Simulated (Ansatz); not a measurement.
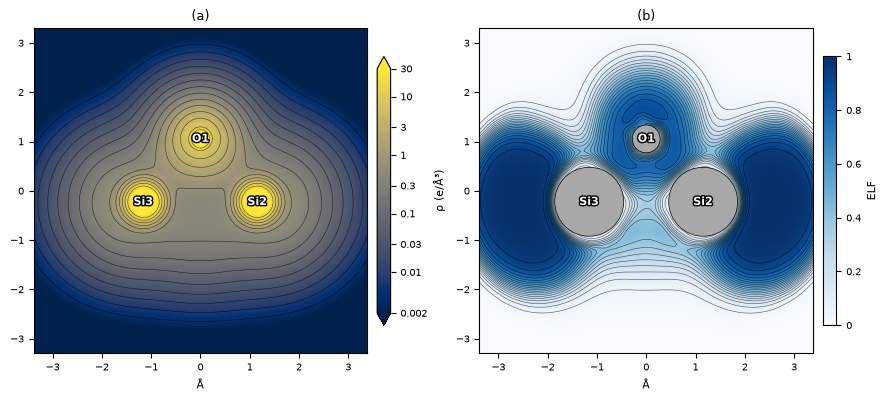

Figure. H2OSi2. (a) electron density; (b) electron localisation function on the plane of atoms O1, Si2 and Si3. Grey discs cover the atomic cores in the ELF map.

Geometry: PBE0-D3(BJ)/def2-SVP.

The calculation used isolated molecule in a Gaussian basis; Kohn-Sham density functional theory, functional PBE0 (Ansatz 0.2.0).

The calculation's input:

```
crystal:
  periodic: [false, false, false]
  atoms:
    - {symbol: O, position_ang: [0.265638, -2.585874, 1.649192]}
    - {symbol: Si, position_ang: [-0.831171, -1.259750, 1.671349]}
    - {symbol: Si, position_ang: [1.274546, -1.517379, 0.752947]}
    - {symbol: H, position_ang: [0.605253, -0.264935, 1.775757]}
    - {symbol: H, position_ang: [-0.220172, -0.919036, 0.066853]}
basis:
  gaussian:
    orbitals: def2-TZVPD
output:
  forces: true
  orbitals: {seedname: orbitals}
hamiltonian:
  xc: {name: PBE0}
```

Run with:

```sh
ansatz run input.yaml --threads 1 --pin off --max-ram 2610MiB --events-out events.jsonl --progress --plain --runs-dir runs
```

Question: Interpret the plot.

Answer: The section cuts through O and Si sites. Si–O (1.72 Å): ρ is about 1 e/Å³ halfway; the ELF peaks at about 0.85 between the atoms, as expected for a shared but strongly polarised pair. Si–Si (2.31 Å): ρ is about 0.45 e/Å³ halfway; the ELF is about 0.35 at the midpoint. The ELF also peaks beside Si2, Si3 and O1, away from the bonds: lone-pair regions.
